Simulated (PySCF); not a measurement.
**C₂H₃F₃ (SMILES CC(F)(F)F): density, localisation and related maps**

Input file:

```
{"job": {"kind": "nmr", "xc": "PBE0", "basis": "pcSseg-2"}, "charge": 0, "multiplicity": 1}
C      0.526350     0.066646     0.598411
C     -0.445499    -0.063133    -0.532941
F      0.142081    -0.533076    -1.642538
F     -1.448413    -0.901275    -0.233076
F     -1.000162     1.116444    -0.850169
H      0.008060     0.452993     1.475023
H      1.321719     0.753664     0.313099
H      0.948693    -0.911415     0.824086
```

Launched as:

```sh
OMP_NUM_THREADS=1 python probes_run.py task.json out
```

Geometry: PBE0-D3(BJ)/def2-TZVP.

All numbers below come from PBE0/pcSseg-2, SCF density, gas phase, non-relativistic in PySCF.

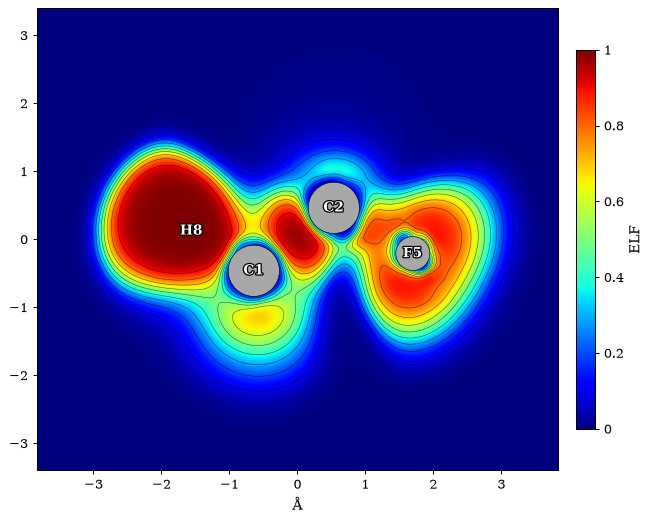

Figure 1. Electron localisation function on the plane of atoms C2, C1 and H8. Grey discs cover the atomic cores.

Q: Describe what can be read from this map.

A:
- Atoms in the plane: C, F and H.
- C–F (1.34 Å): the ELF peaks at about 0.85 between the atoms: a shared but strongly polarised pair.
- C–C (1.50 Å): the ELF peaks at about 1 between the atoms; a shared electron pair.
- C–H (1.09 Å): the ELF climbs to about 1 towards the hydrogen, as it does in any bond to H: a covalent bond by its length.
- The ELF also peaks beside F5, away from the bonds: lone-pair regions.

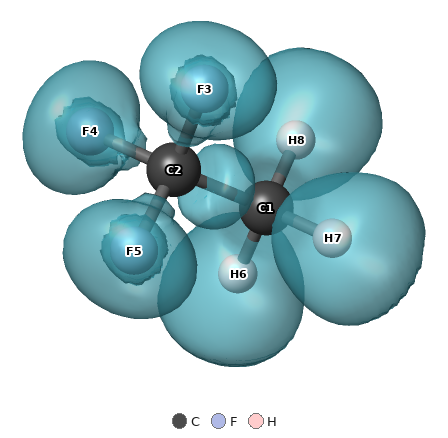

Figure 2. Isosurface of the ELF at 0.75 (cyan), seen at an oblique angle. Core shells and regions of very low density are left out.

Q: What do the ELF domains correspond to?

A: The surface consists of one region between bonded C–C atoms (shared pairs), three regions around hydrogen nuclei and three regions on F in which the atom's valence shell and bonds are merged.

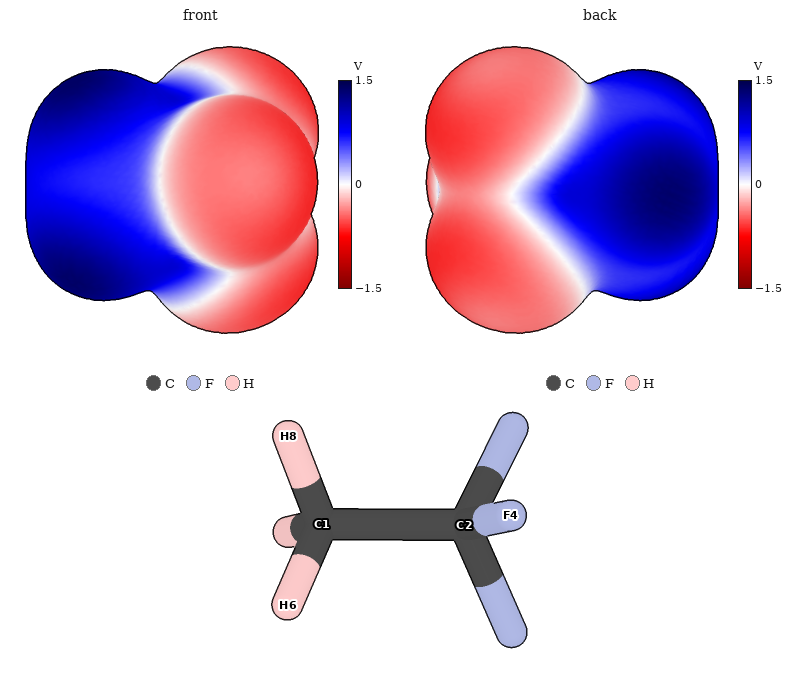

Figure 3. The electrostatic potential painted on the density surface at 0.002 e/bohr³, seen from the front and from behind; red is negative and blue positive. The bare structure is drawn below in the same view.

Q: Where is the surface potential most negative and most positive?

A: The most negative region (about −0.6 V, or −14 kcal/mol for a unit charge) lies over F3, F4 and F5, the most positive (about +1.4 V, or +32 kcal/mol for a unit charge) over H6, H7 and H8.

Q: What dipole moment does the calculation give?

A: Its dipole moment is 2.34 D.
